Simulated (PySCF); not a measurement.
## A study: Cl3OW, doublet

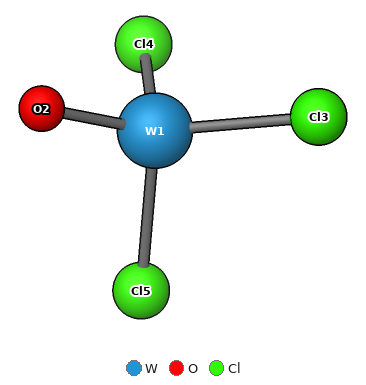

The molecule, with its atoms numbered as below. No frequency check shows the geometry to be a minimum.

Cartesian coordinates (Å):

```
W1      -0.0905   -0.0001   -0.2825
O2       0.2844    0.0015   -1.9111
Cl3     -1.9923   -0.0005    0.7225
Cl4      1.1258    1.6167    0.7038
Cl5      1.1266   -1.6166    0.7027
```

### 1. Bonding charge

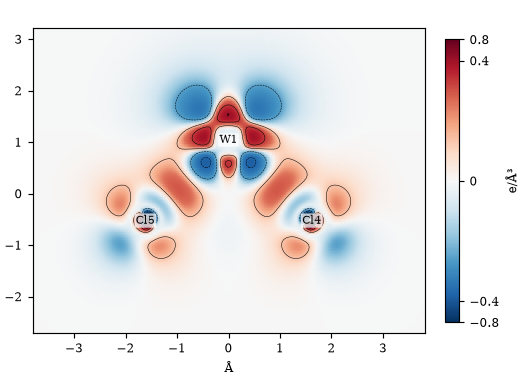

Deformation density (molecule less spherical, spin-averaged free atoms) in the plane of W1, Cl4 and Cl5; colour scale in e/Å³, logarithmic beyond ±0.1; red: gain, blue: loss.

Computed with PySCF, PBE0/def2-SVP, geometry: GFN2-xTB. Core potentials replace the inner electrons of W; spin–orbit coupling isn't included. This is a single-reference result, which may miss multireference character in this system. The stability of the open-shell solution wasn't checked. GFN2-xTB doesn't know the spin state, so this open-shell geometry is rough.

**Describe the bonding that the map shows.**

W1–Cl5 and W1–Cl4: +0.06 e/Å³ at the bond critical point (bond length 2.25 Å, Mayer order 1.2). In all, 1.2 electrons gather in the regions of gain relative to the promolecule. A small or negative value marks a very polar bond, one between electron-rich atoms, whose free-atom densities already overlap strongly, a long bond to a heavier atom, or a closed-shell contact such as a hydrogen bond.

**Where do the Hirshfeld charges lie?**

The highest Hirshfeld charge is on W1 (+0.67 e), the lowest on O2 (−0.29 e).

### 2. Bond critical points

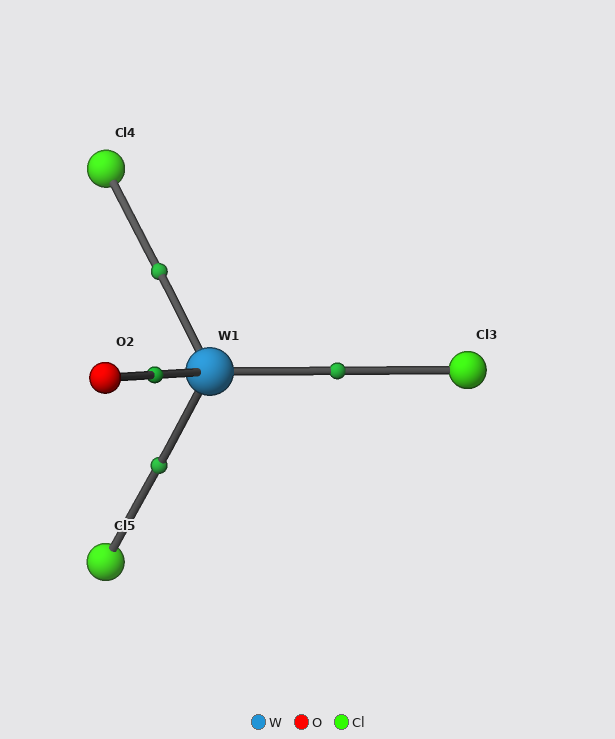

Molecular graph of the electron density (QTAIM): bond paths, bond critical points (green), ring points (magenta, if any); weak paths are dashed.

**How many critical points of each kind are there, and does the count close?**

5 nuclei, 4 bond, 0 ring and 0 cage critical points: 5 − 4 + 0 − 0 = 1, as the Poincaré–Hopf relation requires.

**Give the properties at the bond critical points.**

| bond | length (Å) | ρ (a.u.) | ∇²ρ (a.u.) | ε | H (a.u.) |
| --- | --- | --- | --- | --- | --- |
| W1–O2 | 1.671 | 0.285 | +0.89 | 0.01 | −0.224 |
| W1–Cl3 | 2.151 | 0.132 | +0.34 | 0.14 | −0.056 |
| W1–Cl5 (2 alike) | 2.251 | 0.110 | +0.24 | 0.30 | −0.039 |

**What kind of interaction is W1–Cl5?**

Polar or intermediate (positive Laplacian, negative energy density H): ρ = 0.110, ∇²ρ = +0.24, H = −0.039 a.u. Its ellipticity of 0.30 shows that the density isn't cylindrical about the bond.

### 3. Spin density

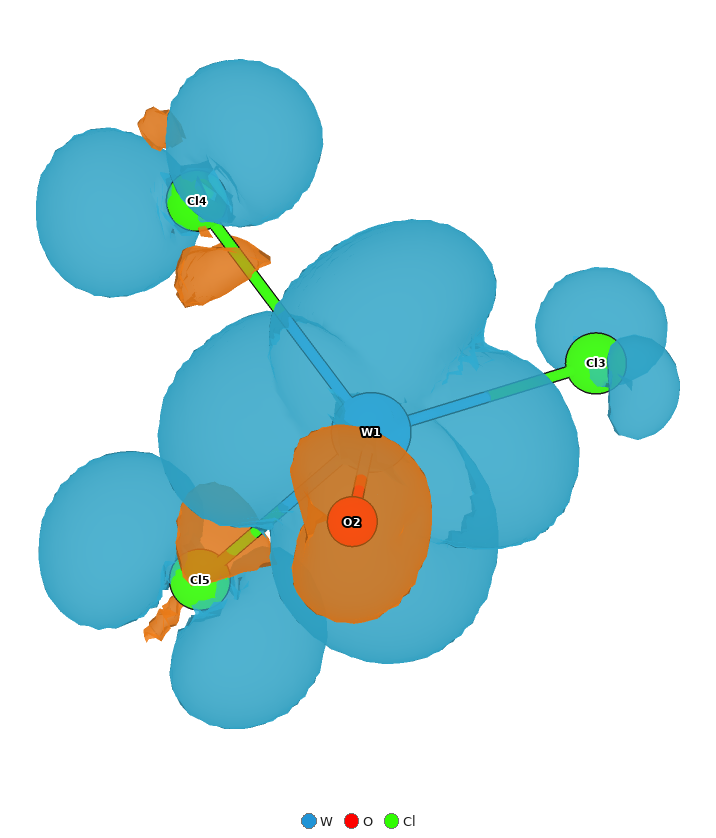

Spin density ρα − ρβ at ±0.01 e/Å³ (light blue: excess α, orange: excess β).

**How is the spin shared among the atoms?**

Hirshfeld spin populations: W1 +0.79 and Cl4 and Cl5 +0.10. Spin polarisation leaves negative spin on O2 (−0.03). ⟨S²⟩ = 0.76, as for a pure state. The picture also shows regions of β spin from spin polarisation; the Hirshfeld sums, whose atoms overlap, net them against the α spin of neighbours.

### 4. Removing or adding an electron

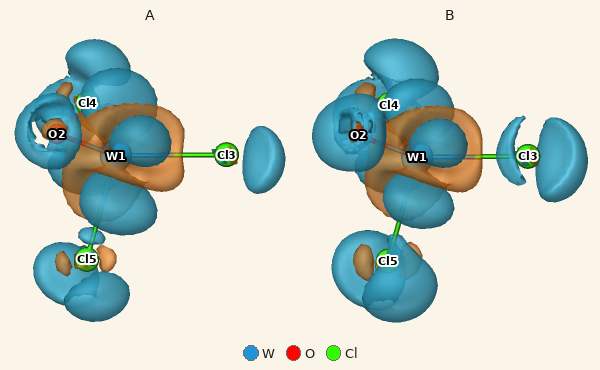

The two Fukui functions at ±0.02 e/Å³ (light blue positive, orange negative).

Computed with PySCF, B3LYP/def2-SVPD, geometry: GFN2-xTB. Core potentials replace the inner electrons of W; spin–orbit coupling isn't included. This is a single-reference result, which may miss multireference character in this system. GFN2-xTB doesn't know the spin state, so this open-shell geometry is rough.

**Which panel is f⁻ (electron removed) and which f⁺ (electron added)?**

A is f⁺, B is f⁻. f⁻ (Hirshfeld-condensed) is largest on W1 (0.24), Cl4 and Cl5 (0.23 each) and Cl3 (0.18); the vertical ionisation energy is 8.58 eV (to the singlet cation, which needn't be its lowest state). f⁺ (Hirshfeld-condensed) is largest on W1 (0.30) and Cl4 and Cl5 (0.21 each); the vertical electron affinity is 1.63 eV (to the singlet anion, which needn't be its lowest state; the anion's highest orbital has positive energy, so this value and f⁺ depend on the basis).

The PySCF runs shown took 14 s and 43 s on 1 thread of Intel(R) Xeon(R) Platinum 8488C (Sapphire Rapids), with other jobs on the host.
